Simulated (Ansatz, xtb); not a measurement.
## Ligand exchange: CH3F + HI → CH3I + HF

Species: CH3F (fluoromethane) `CF`, singlet; HI (hydrogen iodide), singlet; CH3I `CI`, singlet; HF (hydrogen fluoride), singlet. The partners trade F for I: C–F and H–I bonds give way to C–I and H–F.

Shapes, held fixed at every level: PBE0-D4/def2-TZVP. Programs: Ansatz 0.2.0, xtb 6.7.1. The zero-point and thermal change to 298 K, harmonic and unscaled (PBE0-D4/def2-TZVP), is +4.4 kJ/mol.

**The experiment to reproduce.** Tabulated heats of formation (Active Thermochemical Tables): CH3F -236.6; HI +26.5; CH3I +15.0; HF -272.7 kJ/mol, which give ΔH(298 K) = -47.6 kJ/mol.

```
               level                    kind  ΔH (kJ/mol)  computed − measured
            GFN1-xTB          semi-empirical        +98.6               +146.3
       HF/def2-TZVPP            Hartree–Fock        -22.4                +25.2
    SPW92/def2-TZVPP                     LDA        -36.1                +11.6
   PBE-D4/def2-TZVPP                     GGA        -41.0                 +6.7
r2SCAN-D4/def2-TZVPP                meta-GGA        -37.7                +10.0
  wB97M-V/def2-TZVPP  range-separated hybrid        -37.7                +10.0
  wB97X-V/def2-TZVPP  range-separated hybrid        -33.8                +13.8
      MP2/def2-TZVPP     perturbation theory        -55.8                 -8.2
  CCSD(T)/def2-TZVPP   coupled cluster or CI        -43.9                 +3.7
```

Nearest: CCSD(T)/def2-TZVPP (+3.7); farthest: GFN1-xTB (+146.3). 5 of 9 levels lie within 10 kJ/mol. The wrong sign comes from GFN1-xTB. For atoms past krypton def2 sets carry core potentials with scalar relativity. Outer-core shells of I are correlated in most correlated rows, in sets that cover them unevenly.

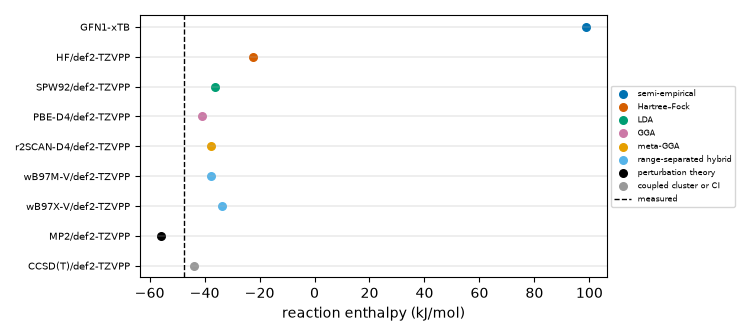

The values of the table, level by level.
